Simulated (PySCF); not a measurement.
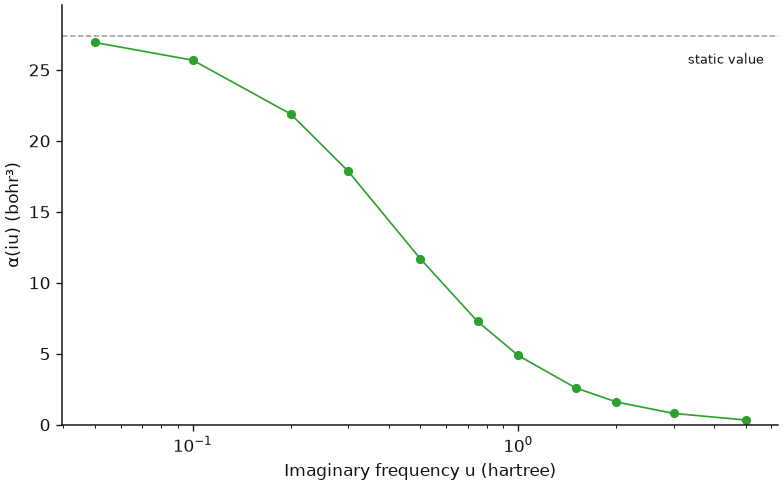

*Dipole polarisability at imaginary frequency of Cl⁻ ([Ar]). Coupled response at the HF level; PySCF, def2-TZVPPD, non-relativistic, unrestricted single determinants, no spin-orbit coupling.*

The static dipole polarisability is 27.4 bohr³; α(iu) falls to half of it near u = 0.42 hartree. The Casimir–Polder integral gives C₆ = 242 hartree bohr⁶ for two such species.

**Atomic calculation for Cl⁻**

Cl⁻, configuration 1s2 2s2 2p6 3s2 3p6, multiplicity 1. Computed at this level: unrestricted HF, def2-TZVPPD, non-relativistic, point nucleus (PySCF).

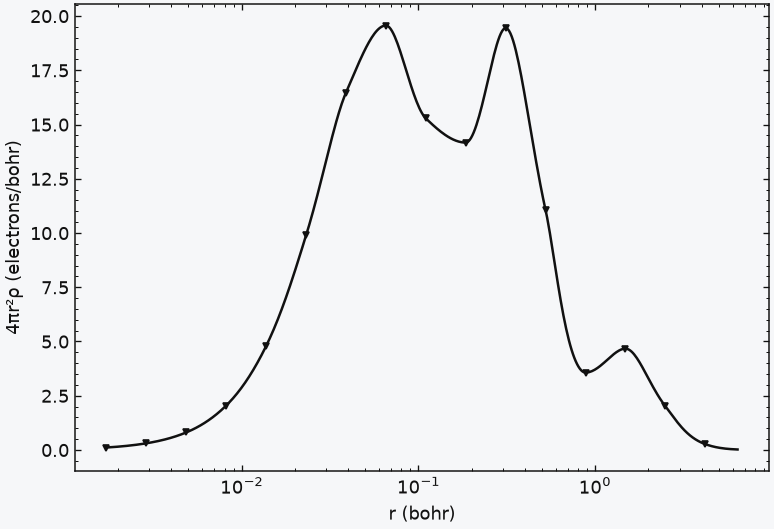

*Spherically averaged radial density 4πr²ρ of the mean field; markers are the stored points, which are sparse, and the line is a monotone interpolation between them.*

The largest stored value is 19.6 electrons/bohr at r = 0.065 bohr. Root-mean-square radii of the shells: 1s 0.106, 2p 0.452, 2s 0.481, 3s 1.74, 3p 2.27 bohr.

These pictures come from the run below.

**Input file**
```python
from pyscf import gto, scf, dft, mp, cc
import basis_set_exchange as bse
mol = gto.M(atom="Cl 0 0 0", charge=-1, spin=0, symmetry="D2h",
            basis=gto.basis.parse(bse.get_basis("def2-TZVPPD", elements=["Cl"], fmt="nwchem")))
mf = scf.UHF(mol)
mf.irrep_nelec = {'Ag': (3, 3), 'B1u': (2, 2), 'B2u': (2, 2), 'B3u': (2, 2)}
mf.kernel()
```

The script is an equivalent of what the driver set up; the driver started from orbitals of its own, so the log can be shorter than this script's would be, and it computed the properties (radii, ⟨L²⟩, response) afterwards. It held the occupations shell by shell, which the script's counts by irreducible representation don't always enforce.

**Log (extracts)**
```
damping factor = 0
level_shift factor = 0
DIIS = <class 'pyscf.scf.diis.CDIIS'>
diis_start_cycle = 1
diis_space = 10
diis_damp = 0
SCF conv_tol = 1e-09
SCF conv_tol_grad = None
number electrons alpha = 9  beta = 9
cycle= 1 E= -459.564711448917  delta_E= -1.81e-11  |g|= 1.42e-06  |ddm|= 9.64e-06
converged SCF energy = -459.564711448917  <S^2> = -1.5987212e-14  2S+1 = 1
```

**Summary**

```tsv
quantity	value
outcome	converged
total energy	−459.564711 hartree
kinetic energy	459.554921 hartree
−E/T (1 by the virial theorem at the basis-set limit)	1.0000
static polarisability	27.4 bohr³
C₆ of the like pair	242 hartree bohr⁶
SCF iterations	1
hardware	1 CPU thread, shared host
CPU time	1.2 s (integrals apart)
```
